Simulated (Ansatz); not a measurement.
Consider SnSeS (1T monolayer).

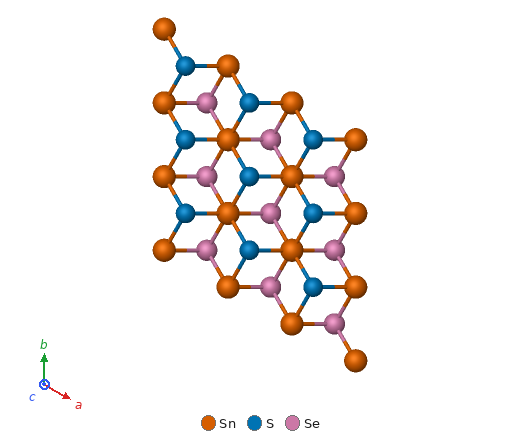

The structure (tin orange, sulfur blue, selenium pink). 3×3×1 cells are drawn. Some periodic images of atoms are drawn too.

The cell holds 3 atoms: 1 Sn, 1 S and 1 Se. Cell: a = 3.697 Å, b = 3.697 Å, c = 29.300 Å, α = 90.0°, β = 90.0°, γ = 120.0°. Vacuum lies along c.

```xyz
3
Lattice="3.6970 0.0000 0.0000 -1.8485 3.2017 0.0000 0.0000 0.0000 29.3000" Properties=species:S:1:pos:R:3
Sn    0.0000    0.0000   14.7264
S     0.0000    2.1344   16.1851
Se    1.8485    1.0672   13.1149
```

The structure was relaxed with PBEsol-D3(BJ). The runs that relaxed it are not among those shown.

Gaps computed with Ansatz 0.2.0 without a self-energy: PBEsol 0.87 eV and PBEsol+SOC 0.74 eV.

Q: Estimate the G0W0@PBEsol gap with 6×6×1 mesh, 511 empty bands, screening to 75 eV, PAW set soft_1 files.

About 2.00 eV: on its mesh the run moves the gap from 0.87 eV by +1.12 eV. Spin-orbit coupling is not in that value; its −0.14 eV at the PBEsol level would bring it to about 1.86 eV. Bands and cutoff are finite, so the gap is not at the basis limit. The miss can reach some tenths of an eV and take either sign; the mesh is an error of its own. The mesh in the plane is coarse for a sheet; gap and any exciton binding can still move on denser ones. The many-body steps are scalar-relativistic: spin-orbit coupling is not in them.

[Paths, hosts, dates, memory and timing lines, banners, echoed tables and standing remarks are left out of the program output.]

[Logs are printed without paths, hosts, clocks, repeated set-up lines and the standing remarks that a program may print on its own settings, such as how far it seeks lower states.]

[Runs of the session that timed out or met a known fault of the program may be left out.]

[Cells called generated may have been cut or substituted from an entry of the Crystallography Open Database or the Materials Project.]

[Hosts, paths, dates, database ids (printed as entryN), source tags and the programs' standing remarks are cut or masked in the printed files.]
